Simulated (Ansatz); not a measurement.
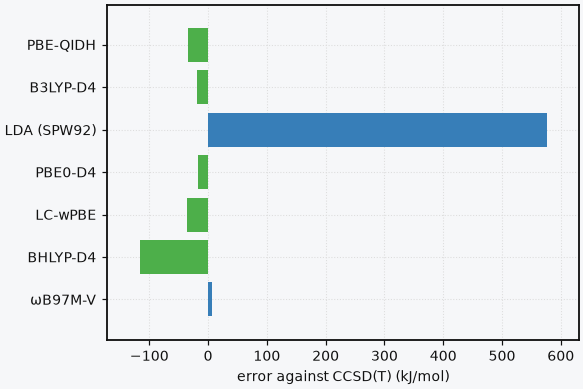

Error in the electronic atomisation energy (method less reference, so positive means overbinding) of C₂H₇ClOSi, SMILES CCO[SiH2]Cl: functionals in def2-TZVPP against frozen-core CCSD(T) at the limit (MP2 extrapolated from triple and quadruple zeta, plus CCSD(T) less MP2 in a smaller set), which gives 4447.5 kJ/mol, at a PBE0-D4/def2-TZVP geometry (a minimum by its frequencies), no zero-point or spin-orbit term, the Ansatz code 0.2.0. The reference leaves out core correlation, a term that grows with the number of heavy atoms. PBE-QIDH holds a correlation term that converges slowly with the basis, so part of the distance to the limit is basis error. No dispersion term is added to PBE-QIDH and LC-wPBE.

**What range do the values span?**

From −116.4 kJ/mol (BHLYP-D4) to 576.2 kJ/mol (LDA (SPW92)).

**Give the values.**

```tsv
level	kJ/mol
PBE-QIDH	−33.8
B3LYP-D4	−19.3
LDA (SPW92)	576.2
PBE0-D4	−16.6
LC-wPBE	−35.8
BHLYP-D4	−116.4
ωB97M-V	6.8
```

Limits of at least one run: one conformer of a flexible molecule.
